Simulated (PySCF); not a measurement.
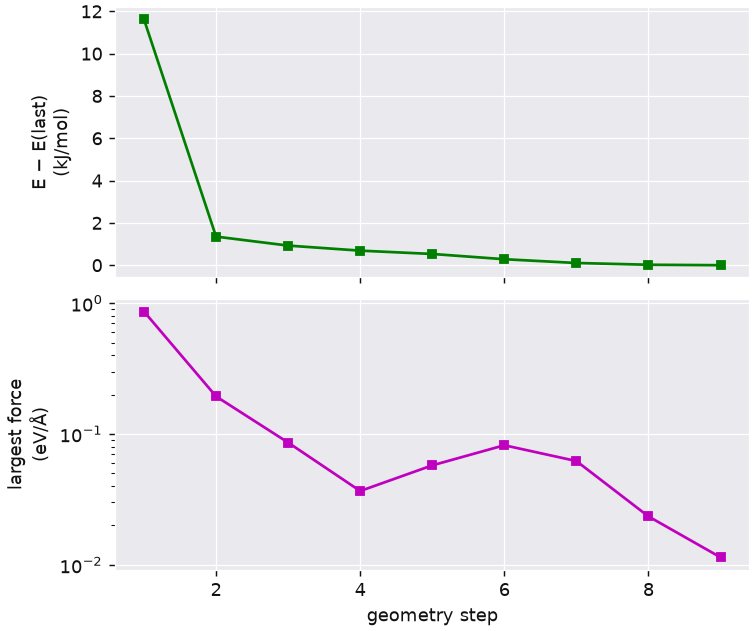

History of a geometry optimisation. The run: C$_{3}$H$_{11}$NSi$_{2}$ (SMILES N[Si@H]1CCC[SiH2]1), by PBE0-D3(BJ)/def2-SVP, geometry optimisation in PySCF.

The optimisation met its thresholds at geometry 9, counting the start as the first. The energy fell by about 12 kJ/mol from the first step to the last. The largest force goes from about 0.86 eV/Å at the start to 0.011 eV/Å at the end.
